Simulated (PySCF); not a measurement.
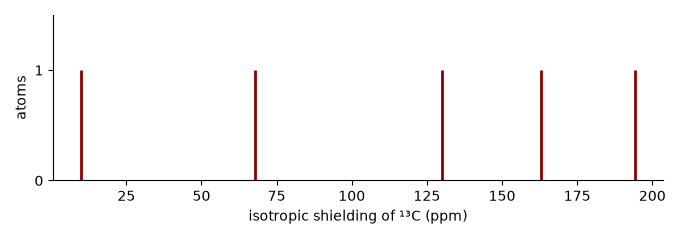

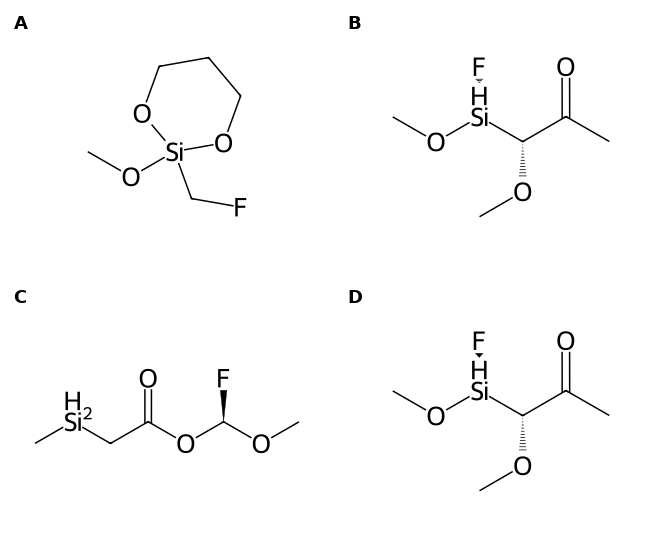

The sticks are computed shieldings of one of the molecules, for one fixed geometry (GFN2-xTB) without averaging over rotations. Low shielding means a high chemical shift. Method: GIAO PBE0/pcSseg-1 NMR shielding, non-relativistic, gas phase (PySCF 2.14.0).

Which molecule gives this pattern?

Answer. C, `CO[C@H](F)OC(=O)C[SiH2]C`. Its 5 C atoms give lines at 9.9, 67.9, 130.1, 162.8, 194.2 ppm.

The geometry is semi-empirical. Around Si such bond lengths and angles can be off by a tenth of an ångström or more and by several degrees, and values that hang on the shape move with them.
